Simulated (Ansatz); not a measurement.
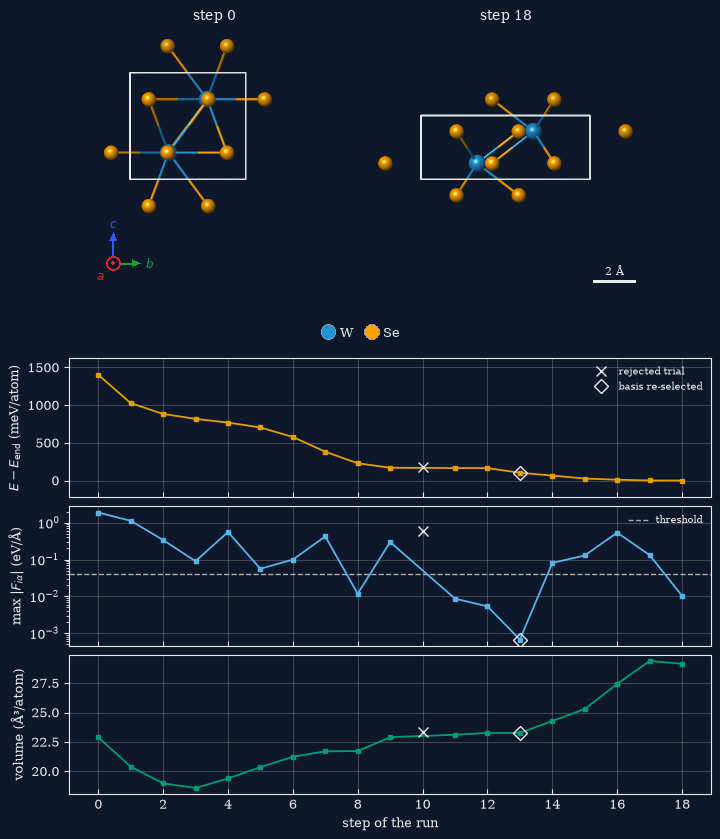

First and last geometry of a relaxation of a crystal of WSe₃ (a generated structure, set up in P6_3/mmc) (coarse preliminary run), with the history of the run. Style: ball-and-stick. Shown: the cell of the calculation, along the a axis.

Level of theory: DFT PBE, scalar-relativistic, plane waves, PAW (Ansatz 0.2.0). Settings: plane-wave cutoff 420 eV; k-point mesh 3 × 3 × 4; occupations gaussian; smearing width 0.1 eV; collinear spin; cell and atoms relaxed; force threshold 0.04 eV/Å; at most 70 steps.

> What do the curves and the structures tell?

The run was cut off at its time limit before the program reported convergence, but its last step already meets the force threshold: the largest component is 0.01 eV/Å against 0.04 eV/Å. The pressure is within 0.05 GPa of its target. The largest moves relative to the cell, 0.78 Å, are those of Se atoms. W stays in place. Cell: a = b 6.426 → 9.367 Å (+45.8 %), c 5.120 → 3.068 Å (−40.1 %). Volume +27.3 %. Some distances before and after: Se–Se 3.134 → 5.922 Å, Se–Se 5.120 → 3.068 Å, W–W 5.120 → 3.068 Å, Se–W 3.213 → 4.738 Å. Bonds break: Se–W (3.21 → 4.74 Å). Among the angles between lasting bonds that change: Se–W–Se 106.8° → 75.3°, W–Se–W 106.8° → 75.3°, Se–W–Se 62.2° → 86.6°. The space group stays P6_3/mmc (No. 194). The energy falls by 1404 meV per atom in 16 accepted moves (18 points after the start). Largest force component: 1.9 eV/Å at the start, 0.01 eV/Å at the end. Pressure: −14.37 GPa at the start and 0.05 GPa at the end. The line search rejected the trial step at point 10 of the run. The SCF was repeated once at an unchanged geometry on a basis and grid sized afresh for the cell, which shifted the energy by 62.1 meV per atom at most. The run took 5.4 min on 1 thread of Arm Neoverse V2 (shared host), peak memory 0.61 GiB.
